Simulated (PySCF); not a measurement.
# CH₇BNP: NMR shifts at several levels of theory

How much do the NMR shifts of CH₇BNP (`CNBP`) depend on the level of theory, and what does each level cost?

The runs use PySCF 2.14.0, with density-fitted response routines of our own; the level of theory stands in each step. All values are computed, except where a source is named. Atoms count from 0, in the outputs and in this text.

## (1) The starting structure

11 atoms, charge 0, multiplicity 1; geometry from: GFN2-xTB. The atoms were then displaced at random by about 0.01 Å, so the start is not that level's minimum.

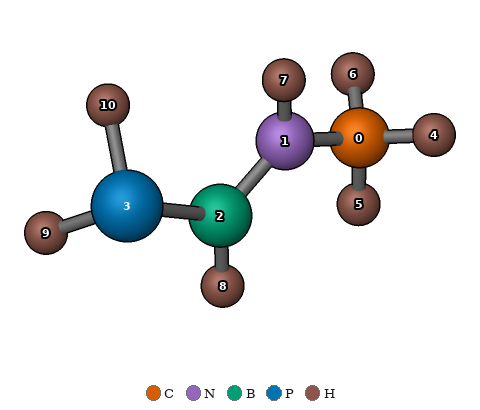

The starting geometry (carbon orange, nitrogen purple, boron teal, phosphorus blue, hydrogen brown), atoms numbered.

## (2) Geometry optimisation at PBE0-D3(BJ)/def2-SVP

The job: settings as JSON, then the geometry in Å.

```
{"job": {"xc": "PBE0", "basis": "def2-SVP", "d3": "d3bj", "grid": 1, "shake": 0.01, "kind": "geom"}, "charge": 0, "multiplicity": 1}
C     -1.776430     0.055800    -0.167960
N     -0.407870     0.204440     0.184640
B      0.674600     0.000310    -0.627730
P      2.481440     0.346510     0.057630
H     -2.309580     1.039070    -0.106710
H     -1.876180    -0.270060    -1.199250
H     -2.292710    -0.630800     0.487900
H     -0.270880     0.516770     1.140460
H      0.543090    -0.306270    -1.718470
H      3.030180    -0.828560    -0.375920
H      2.242440    -0.153030     1.349670
```

Started as:

```sh
$ OMP_NUM_THREADS=1 python probes_run.py task.json out
```

This one command runs all jobs of the session in turn.

Log:

```text
step   0  E = -462.82760176  max force = 0.035194
step   1  E = -462.83371902  max force = 0.006619
step   2  E = -462.83391379  max force = 0.002554
step   3  E = -462.83395945  max force = 0.002644
step   4  E = -462.83400673  max force = 0.000233
step   5  E = -462.83401016  max force = 0.000200
optimisation converged
```

Run time: 15 s. Hardware: 1 thread of Arm Neoverse V2, shared host; peak memory 0.38 GiB.

Step by step:

```csv
step,energy from step 0 (eV),largest force component (eV/Å)
0,0.0000,1.8097
1,-0.1665,0.3404
2,-0.1718,0.1313
3,-0.1730,0.1360
4,-0.1743,0.0120
5,-0.1744,0.0103
```

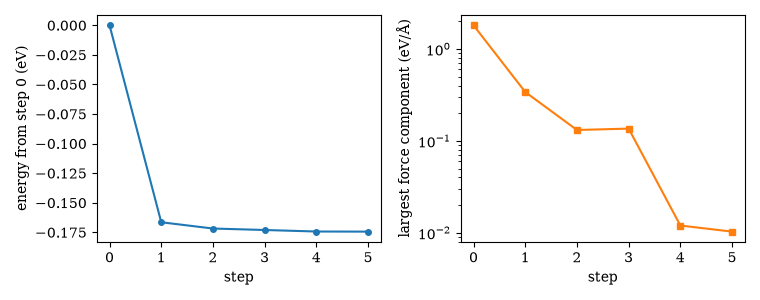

Energy and force, step by step.

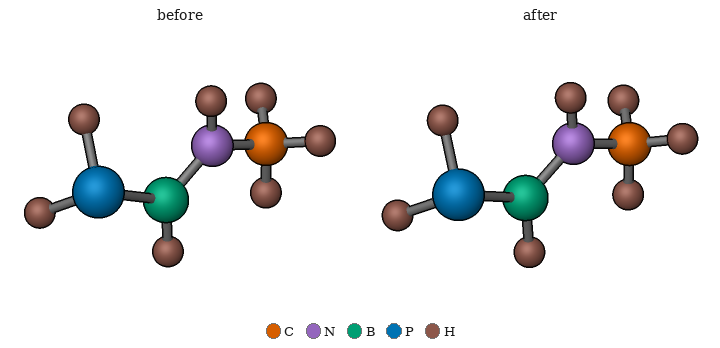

Before and after, at one scale.

Close pairs (by a distance rule), those that changed most:

```
  bond  before (Å)  after (Å)  change (Å)
 B2–H8       1.141      1.212      +0.071
 P3–H9       1.367      1.425      +0.058
 B2–P3       1.963      1.926      -0.037
P3–H10       1.406      1.429      +0.024
 C0–H6       1.081      1.103      +0.022
 C0–N1       1.421      1.443      +0.022
 N1–B2       1.369      1.390      +0.022
 C0–H4       1.120      1.103      -0.017
```

The end geometry stands in the next job.

| at the end point | value |
| --- | --- |
| point group (found at 0.08 Å tolerance) | C1 |
| rotational constants (GHz, main isotopes) | 30.379, 2.191, 2.099 |
| dipole moment (D) | 2.78 |

## (3) Shielding tensors: PBE0/pcSseg-2

The job: settings as JSON, then the geometry in Å.

```
{"job": {"kind": "nmr", "xc": "PBE0", "basis": "pcSseg-2", "pop": false}, "charge": 0, "multiplicity": 1}
C     -1.670886     0.148510    -0.204181
N     -0.286797     0.256750     0.188288
B      0.826424     0.045596    -0.617227
P      2.627949     0.383868    -0.025570
H     -2.203289     1.109429    -0.101106
H     -1.727854    -0.158696    -1.256790
H     -2.210219    -0.600567     0.400114
H     -0.156399     0.517862     1.160204
H      0.650977    -0.269162    -1.774026
H      3.183857    -0.852680    -0.465929
H      2.493282    -0.011471     1.341296
```

Method: GIAO PBE0/pcSseg-2 NMR shielding, non-relativistic, gas phase.

Log:

```text
coarse grid: 9200 points
cycle   1  E = -463.0497925571  dE =  1.300e-01  |g| = 3.121e-01  |ddm| = 2.116e+00
cycle   2  E = -463.0473568601  dE =  2.436e-03  |g| = 3.354e-01  |ddm| = 5.174e-01
cycle   3  E = -463.0746855653  dE = -2.733e-02  |g| = 6.936e-02  |ddm| = 2.620e-01
cycle   4  E = -463.0756298438  dE = -9.443e-04  |g| = 2.563e-02  |ddm| = 5.435e-02
cycle   5  E = -463.0757811338  dE = -1.513e-04  |g| = 4.805e-03  |ddm| = 2.058e-02
cycle   6  E = -463.0757869245  dE = -5.791e-06  |g| = 1.761e-03  |ddm| = 6.062e-03
final grid: 82944 points
cycle   7  E = -463.0844919797  dE = -6.771e-05  |g| = 6.916e-03  |ddm| = 3.433e-02
cycle   8  E = -463.0844840895  dE =  7.890e-06  |g| = 8.938e-03  |ddm| = 1.146e-02
cycle   9  E = -463.0845042372  dE = -2.015e-05  |g| = 1.188e-03  |ddm| = 6.517e-03
cycle  10  E = -463.0845045187  dE = -2.815e-07  |g| = 2.654e-04  |ddm| = 7.412e-04
cycle  11  E = -463.0845045340  dE = -1.535e-08  |g| = 5.406e-05  |ddm| = 2.275e-04
cycle  12  E = -463.0845045347  dE = -6.830e-10  |g| = 1.590e-05  |ddm| = 6.317e-05
converged SCF energy = -463.0845045347

GIAO shielding tensors (ppm)
atom      isotropic    diamagn.    paramagn.     s11        s22        s33       span
  0 C      143.944     238.475     -94.531    121.708    125.201    184.923     63.214
  1 N      130.238     321.587    -191.349     16.063    169.094    205.558    189.495
  2 B       51.692     197.180    -145.488      3.416     43.059    108.602    105.186
  3 P      535.195     966.470    -431.276    480.689    534.933    589.961    109.272
  4 H       28.305      28.090       0.216     24.124     26.363     34.429     10.305
  5 H       28.167      29.191      -1.024     25.077     27.346     32.077      7.000
  6 H       28.284      28.676      -0.392     24.151     26.393     34.309     10.158
  7 H       26.948      34.234      -7.286     20.590     29.379     30.874     10.284
  8 H       25.565      31.059      -5.495     22.847     25.319     28.529      5.682
  9 H       29.051      29.311      -0.260     24.948     26.656     35.548     10.600
 10 H       29.272      30.660      -1.388     24.951     27.677     35.189     10.238
```

Run time: 20 s. Hardware: 1 thread of Arm Neoverse V2, shared host; peak memory 1.1 GiB.

The references, computed at this level on geometries of the same kind, shield at (ppm): ¹H TMS 31.25, ¹³C TMS 184.1, ¹⁵N NH3 261.7, ³¹P H3PO4 296.6, ¹¹B BF3·OEt2 99.1. Their shielding less the atom's gives the shift. The references are single molecules in the gas phase, so shifts against H2O, NH3, PH3, H3PO4 or CFCl3 are not on the usual liquid scales and can be off by tens of ppm. Atoms listed in one row are averaged.

| atoms | environment | σ (ppm) | δ (ppm) |
| --- | --- | --- | --- |
| C0 | methyl carbon bonded to N | 143.9 | 40.2 |
| H8 | hydrogen on a boron bonded to N, P | 25.56 | 5.68 |
| H7 | hydrogen on a nitrogen bonded to C, B | 26.95 | 4.30 |
| H4, H5, H6 | hydrogen on a methyl carbon bonded to N | 28.25 | 2.99 |
| H9, H10 | hydrogen on a phosphorus bonded to B | 29.16 | 2.08 |
| N1 | nitrogen bonded to C, B, H | 130.2 | 131.5 |
| B2 | boron bonded to N, P, H | 51.7 | 47.4 |
| P3 | phosphorus bonded to B, 2 H | 535.2 | -238.6 |

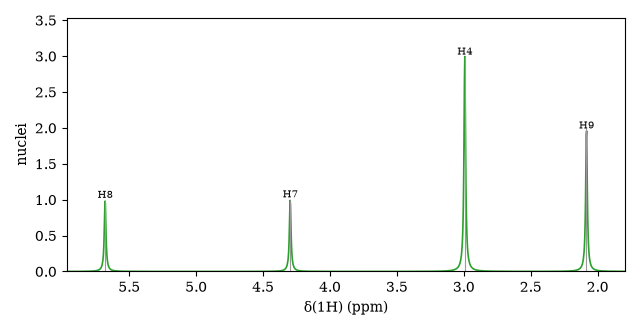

¹H lines at the computed shifts, without couplings. Lines are broadened to a width of 0.01 ppm (Lorentzian).

## (4) Shielding tensors: mPW1PW91/pcSseg-2

Settings changed since step 3:

```diff
@@ -1,2 +1,2 @@
-{"job": {"kind": "nmr", "xc": "PBE0", "basis": "pcSseg-2", "pop": false}, "charge": 0, "multiplicity": 1}
+{"job": {"kind": "nmr", "xc": "mPW1PW91", "basis": "pcSseg-2", "pop": false}, "charge": 0, "multiplicity": 1}
 C     -1.670886     0.148510    -0.204181
```

Level: GIAO mPW1PW91/pcSseg-2 NMR shielding, non-relativistic, gas phase.

Log:

```text
coarse grid: 9200 points
cycle   1  E = -463.3207871960  dE =  1.291e-01  |g| = 3.159e-01  |ddm| = 2.108e+00
cycle   2  E = -463.3178915822  dE =  2.896e-03  |g| = 3.441e-01  |ddm| = 5.182e-01
cycle   3  E = -463.3462150800  dE = -2.832e-02  |g| = 7.010e-02  |ddm| = 2.601e-01
cycle   4  E = -463.3471891041  dE = -9.740e-04  |g| = 2.527e-02  |ddm| = 5.501e-02
cycle   5  E = -463.3473372313  dE = -1.481e-04  |g| = 4.800e-03  |ddm| = 2.079e-02
cycle   6  E = -463.3473430635  dE = -5.832e-06  |g| = 1.752e-03  |ddm| = 6.096e-03
final grid: 82944 points
cycle   7  E = -463.3555668524  dE = -6.218e-05  |g| = 5.770e-03  |ddm| = 3.221e-02
cycle   8  E = -463.3555626294  dE =  4.223e-06  |g| = 7.014e-03  |ddm| = 9.733e-03
cycle   9  E = -463.3555752670  dE = -1.264e-05  |g| = 9.919e-04  |ddm| = 5.499e-03
cycle  10  E = -463.3555754528  dE = -1.858e-07  |g| = 2.778e-04  |ddm| = 6.004e-04
cycle  11  E = -463.3555754691  dE = -1.633e-08  |g| = 5.358e-05  |ddm| = 2.189e-04
cycle  12  E = -463.3555754698  dE = -6.817e-10  |g| = 1.484e-05  |ddm| = 6.048e-05
converged SCF energy = -463.3555754698

GIAO shielding tensors (ppm)
atom      isotropic    diamagn.    paramagn.     s11        s22        s33       span
  0 C      143.266     238.906     -95.640    121.226    124.633    183.940     62.714
  1 N      130.060     321.415    -191.355     16.119    168.873    205.188    189.069
  2 B       51.610     197.425    -145.815      3.360     43.095    108.374    105.014
  3 P      530.992     966.646    -435.653    476.847    531.590    584.540    107.693
  4 H       28.365      28.104       0.262     24.204     26.430     34.462     10.258
  5 H       28.226      29.219      -0.993     25.131     27.401     32.145      7.014
  6 H       28.344      28.695      -0.351     24.230     26.459     34.344     10.114
  7 H       27.030      34.292      -7.262     20.676     29.467     30.949     10.273
  8 H       25.649      31.098      -5.448     22.960     25.395     28.592      5.633
  9 H       29.116      29.365      -0.249     25.028     26.748     35.572     10.544
 10 H       29.338      30.718      -1.380     25.024     27.771     35.218     10.193
```

Wall time 19 s (1 thread of Arm Neoverse V2, shared host); peak memory 1.1 GiB.

In short: δ C0 40.3, N1 130.4, B2 47.5, P3 -236.0, H8 5.64, H7 4.26 ppm.

## (5) NMR shieldings: WP04/pcSseg-2

Settings changed since step 4:

```diff
@@ -1,2 +1,2 @@
-{"job": {"kind": "nmr", "xc": "mPW1PW91", "basis": "pcSseg-2", "pop": false}, "charge": 0, "multiplicity": 1}
+{"job": {"kind": "nmr", "xc": "WP04", "basis": "pcSseg-2", "pop": false}, "charge": 0, "multiplicity": 1}
 C     -1.670886     0.148510    -0.204181
```

With the program's defaults for keys left out, this is: GIAO WP04/pcSseg-2 NMR shielding, non-relativistic, gas phase.

Log:

```text
coarse grid: 9200 points
cycle   1  E = -470.0217755920  dE =  8.038e-02  |g| = 5.728e-01  |ddm| = 2.052e+00
cycle   2  E = -469.9360200147  dE =  8.576e-02  |g| = 8.306e-01  |ddm| = 8.956e-01
cycle   3  E = -470.0933474458  dE = -1.573e-01  |g| = 1.532e-01  |ddm| = 5.241e-01
cycle   4  E = -470.0986416007  dE = -5.294e-03  |g| = 2.848e-02  |ddm| = 1.133e-01
cycle   5  E = -470.0988337893  dE = -1.922e-04  |g| = 1.052e-02  |ddm| = 3.239e-02
cycle   6  E = -470.0988638058  dE = -3.002e-05  |g| = 2.392e-03  |ddm| = 1.159e-02
cycle   7  E = -470.0988651376  dE = -1.332e-06  |g| = 5.944e-04  |ddm| = 2.583e-03
final grid: 82944 points
cycle   8  E = -470.1130782646  dE = -1.110e-04  |g| = 6.667e-03  |ddm| = 4.344e-02
cycle   9  E = -470.1130662835  dE =  1.198e-05  |g| = 9.672e-03  |ddm| = 8.757e-03
cycle  10  E = -470.1130878391  dE = -2.156e-05  |g| = 1.482e-03  |ddm| = 5.597e-03
cycle  11  E = -470.1130882731  dE = -4.340e-07  |g| = 4.740e-04  |ddm| = 9.862e-04
cycle  12  E = -470.1130883212  dE = -4.809e-08  |g| = 7.167e-05  |ddm| = 2.852e-04
cycle  13  E = -470.1130883225  dE = -1.271e-09  |g| = 2.017e-05  |ddm| = 8.110e-05
cycle  14  E = -470.1130883226  dE = -1.039e-10  |g| = 3.741e-06  |ddm| = 2.138e-05
converged SCF energy = -470.1130883226

GIAO shielding tensors (ppm)
atom      isotropic    diamagn.    paramagn.     s11        s22        s33       span
  0 C      130.969     238.752    -107.783    109.885    112.613    170.411     60.527
  1 N      125.712     319.935    -194.223     21.282    164.305    191.549    170.266
  2 B       44.288     196.866    -152.579     -5.252     37.321    100.794    106.046
  3 P      481.741     969.101    -487.360    434.080    486.859    524.285     90.205
  4 H       28.802      28.675       0.127     24.908     26.957     34.542      9.635
  5 H       28.700      29.816      -1.116     25.723     27.844     32.534      6.811
  6 H       28.781      29.298      -0.517     24.926     26.981     34.436      9.511
  7 H       27.610      34.341      -6.731     21.407     30.028     31.394      9.988
  8 H       26.621      32.009      -5.388     24.104     26.380     29.378      5.274
  9 H       29.731      29.894      -0.163     25.864     27.711     35.619      9.754
 10 H       29.987      31.416      -1.429     25.856     28.759     35.347      9.490
```

Wall time 22 s (1 thread of Arm Neoverse V2, shared host); peak memory 1.1 GiB.

In short: δ C0 41.1, N1 119.0, B2 49.9, P3 -194.0, H8 4.99, H7 4.00 ppm.

## (6) Shielding tensors: B97-2/pcSseg-2

Settings changed since step 5:

```diff
@@ -1,2 +1,2 @@
-{"job": {"kind": "nmr", "xc": "WP04", "basis": "pcSseg-2", "pop": false}, "charge": 0, "multiplicity": 1}
+{"job": {"kind": "nmr", "xc": "B97-2", "basis": "pcSseg-2", "pop": false}, "charge": 0, "multiplicity": 1}
 C     -1.670886     0.148510    -0.204181
```

Method: GIAO B97-2/pcSseg-2 NMR shielding, non-relativistic, gas phase.

Log:

```text
coarse grid: 9200 points
cycle   1  E = -463.3112572198  dE =  1.157e-01  |g| = 3.199e-01  |ddm| = 2.117e+00
cycle   2  E = -463.3049313392  dE =  6.326e-03  |g| = 3.693e-01  |ddm| = 5.411e-01
cycle   3  E = -463.3378311435  dE = -3.290e-02  |g| = 7.181e-02  |ddm| = 2.780e-01
cycle   4  E = -463.3388994343  dE = -1.068e-03  |g| = 2.528e-02  |ddm| = 5.851e-02
cycle   5  E = -463.3390469657  dE = -1.475e-04  |g| = 5.228e-03  |ddm| = 2.122e-02
cycle   6  E = -463.3390541017  dE = -7.136e-06  |g| = 1.824e-03  |ddm| = 6.654e-03
final grid: 82944 points
cycle   7  E = -463.3455296514  dE = -7.919e-05  |g| = 4.705e-03  |ddm| = 3.797e-02
cycle   8  E = -463.3455275920  dE =  2.059e-06  |g| = 5.259e-03  |ddm| = 9.265e-03
cycle   9  E = -463.3455360875  dE = -8.495e-06  |g| = 4.967e-04  |ddm| = 5.251e-03
cycle  10  E = -463.3455361210  dE = -3.353e-08  |g| = 2.884e-04  |ddm| = 5.339e-04
cycle  11  E = -463.3455361408  dE = -1.979e-08  |g| = 7.604e-05  |ddm| = 2.138e-04
cycle  12  E = -463.3455361419  dE = -1.068e-09  |g| = 2.373e-05  |ddm| = 5.101e-05
cycle  13  E = -463.3455361420  dE = -1.260e-10  |g| = 3.924e-06  |ddm| = 1.954e-05
converged SCF energy = -463.3455361420

GIAO shielding tensors (ppm)
atom      isotropic    diamagn.    paramagn.     s11        s22        s33       span
  0 C      143.262     239.144     -95.882    121.542    124.737    183.508     61.966
  1 N      133.001     321.922    -188.921     23.734    171.100    204.170    180.437
  2 B       54.248     197.653    -143.405      7.607     46.636    108.501    100.894
  3 P      533.832     966.826    -432.994    479.840    536.240    585.415    105.575
  4 H       28.422      28.131       0.292     24.276     26.493     34.497     10.221
  5 H       28.303      29.323      -1.020     25.244     27.464     32.201      6.957
  6 H       28.401      28.770      -0.369     24.301     26.521     34.380     10.079
  7 H       27.153      34.464      -7.310     20.817     29.560     31.083     10.267
  8 H       25.797      31.278      -5.481     23.184     25.527     28.679      5.494
  9 H       29.200      29.461      -0.262     25.133     26.870     35.596     10.462
 10 H       29.425      30.890      -1.466     25.133     27.892     35.250     10.117
```

Wall time 21 s (1 thread of Arm Neoverse V2, shared host); peak memory 1.1 GiB.

In short: δ C0 40.2, N1 126.6, B2 45.9, P3 -230.6, H8 5.56, H7 4.21 ppm.

## (7) Shielding tensors: BHandHLYP/pcSseg-2

Settings changed since step 6:

```diff
@@ -1,2 +1,2 @@
-{"job": {"kind": "nmr", "xc": "B97-2", "basis": "pcSseg-2", "pop": false}, "charge": 0, "multiplicity": 1}
+{"job": {"kind": "nmr", "xc": "BHandHLYP", "basis": "pcSseg-2", "pop": false}, "charge": 0, "multiplicity": 1}
 C     -1.670886     0.148510    -0.204181
```

Level: GIAO BHandHLYP/pcSseg-2 NMR shielding, non-relativistic, gas phase.

Log:

```text
coarse grid: 9200 points
cycle   1  E = -463.2600499970  dE =  1.951e-01  |g| = 2.737e-01  |ddm| = 2.080e+00
cycle   2  E = -463.2749350373  dE = -1.489e-02  |g| = 1.858e-01  |ddm| = 3.770e-01
cycle   3  E = -463.2821131792  dE = -7.178e-03  |g| = 6.019e-02  |ddm| = 1.397e-01
cycle   4  E = -463.2828645906  dE = -7.514e-04  |g| = 1.645e-02  |ddm| = 4.713e-02
cycle   5  E = -463.2829359822  dE = -7.139e-05  |g| = 3.472e-03  |ddm| = 1.600e-02
cycle   6  E = -463.2829392955  dE = -3.313e-06  |g| = 7.758e-04  |ddm| = 4.153e-03
final grid: 82944 points
cycle   7  E = -463.2905857708  dE = -2.585e-05  |g| = 2.338e-03  |ddm| = 2.100e-02
cycle   8  E = -463.2905858427  dE = -7.182e-08  |g| = 2.230e-03  |ddm| = 2.696e-03
cycle   9  E = -463.2905869057  dE = -1.063e-06  |g| = 2.992e-04  |ddm| = 1.223e-03
cycle  10  E = -463.2905869231  dE = -1.742e-08  |g| = 1.205e-04  |ddm| = 2.196e-04
cycle  11  E = -463.2905869262  dE = -3.132e-09  |g| = 1.603e-05  |ddm| = 7.996e-05
cycle  12  E = -463.2905869263  dE = -8.254e-11  |g| = 5.693e-06  |ddm| = 1.851e-05
converged SCF energy = -463.2905869263

GIAO shielding tensors (ppm)
atom      isotropic    diamagn.    paramagn.     s11        s22        s33       span
  0 C      145.337     234.922     -89.585    123.709    127.826    184.478     60.769
  1 N      136.846     321.564    -184.719     23.834    177.433    209.270    185.437
  2 B       53.294     195.557    -142.262      5.201     45.247    109.435    104.234
  3 P      527.105     965.759    -438.653    472.910    530.830    577.575    104.665
  4 H       28.551      28.240       0.311     24.310     26.643     34.700     10.391
  5 H       28.392      29.133      -0.741     25.190     27.551     32.435      7.245
  6 H       28.526      28.742      -0.216     24.332     26.664     34.581     10.249
  7 H       27.433      34.576      -7.143     20.849     29.877     31.573     10.723
  8 H       25.964      31.131      -5.166     23.495     25.592     28.807      5.312
  9 H       29.357      29.575      -0.218     25.270     27.019     35.782     10.512
 10 H       29.583      30.890      -1.307     25.226     28.109     35.413     10.188
```

It took 20 s on 1 thread of Arm Neoverse V2, shared host; peak memory 1.1 GiB.

This run: δ C0 38.9, N1 122.9, B2 50.3, P3 -223.5, H8 5.48, H7 4.02 ppm.

## (8) NMR shieldings: CAM-B3LYP/pcSseg-2

Settings changed since step 7:

```diff
@@ -1,2 +1,2 @@
-{"job": {"kind": "nmr", "xc": "BHandHLYP", "basis": "pcSseg-2", "pop": false}, "charge": 0, "multiplicity": 1}
+{"job": {"kind": "nmr", "xc": "CAM-B3LYP", "basis": "pcSseg-2", "pop": false}, "charge": 0, "multiplicity": 1}
 C     -1.670886     0.148510    -0.204181
```

Level: GIAO CAM-B3LYP/pcSseg-2 NMR shielding, non-relativistic, gas phase.

Log:

```text
coarse grid: 9200 points
cycle   1  E = -463.2754788613  dE =  1.806e-01  |g| = 2.900e-01  |ddm| = 2.083e+00
cycle   2  E = -463.2854563268  dE = -9.977e-03  |g| = 2.518e-01  |ddm| = 3.827e-01
cycle   3  E = -463.2981022186  dE = -1.265e-02  |g| = 5.876e-02  |ddm| = 1.509e-01
cycle   4  E = -463.2988195251  dE = -7.173e-04  |g| = 1.710e-02  |ddm| = 4.885e-02
cycle   5  E = -463.2988970982  dE = -7.757e-05  |g| = 3.727e-03  |ddm| = 1.779e-02
cycle   6  E = -463.2989011622  dE = -4.064e-06  |g| = 7.848e-04  |ddm| = 4.914e-03
final grid: 82944 points
cycle   7  E = -463.3099558449  dE = -4.259e-05  |g| = 3.316e-03  |ddm| = 2.227e-02
cycle   8  E = -463.3099555554  dE =  2.895e-07  |g| = 3.466e-03  |ddm| = 3.629e-03
cycle   9  E = -463.3099580791  dE = -2.524e-06  |g| = 4.408e-04  |ddm| = 1.804e-03
cycle  10  E = -463.3099581125  dE = -3.346e-08  |g| = 1.845e-04  |ddm| = 3.023e-04
cycle  11  E = -463.3099581196  dE = -7.101e-09  |g| = 2.451e-05  |ddm| = 1.125e-04
cycle  12  E = -463.3099581198  dE = -1.648e-10  |g| = 7.082e-06  |ddm| = 2.804e-05
converged SCF energy = -463.3099581198

GIAO shielding tensors (ppm)
atom      isotropic    diamagn.    paramagn.     s11        s22        s33       span
  0 C      143.094     234.463     -91.370    120.166    124.792    184.324     64.157
  1 N      131.383     319.224    -187.841     17.145    171.587    205.415    188.270
  2 B       47.913     195.213    -147.300     -2.269     38.626    107.382    109.651
  3 P      518.634     966.017    -447.383    461.890    519.891    574.121    112.232
  4 H       28.392      28.314       0.077     24.216     26.504     34.455     10.239
  5 H       28.226      29.089      -0.864     25.121     27.436     32.120      6.999
  6 H       28.366      28.726      -0.359     24.239     26.524     34.335     10.096
  7 H       27.147      34.186      -7.038     20.850     29.558     31.033     10.184
  8 H       25.727      31.002      -5.275     23.007     25.505     28.668      5.661
  9 H       29.213      29.407      -0.194     25.160     26.927     35.552     10.392
 10 H       29.438      30.595      -1.156     25.150     27.967     35.198     10.047
```

Run time: 28 s. Hardware: 1 thread of Arm Neoverse V2, shared host; peak memory 1.2 GiB.

Key values: δ C0 39.5, N1 130.5, B2 50.0, P3 -234.9, H8 5.61, H7 4.19 ppm.

[end of part 1 of 2]
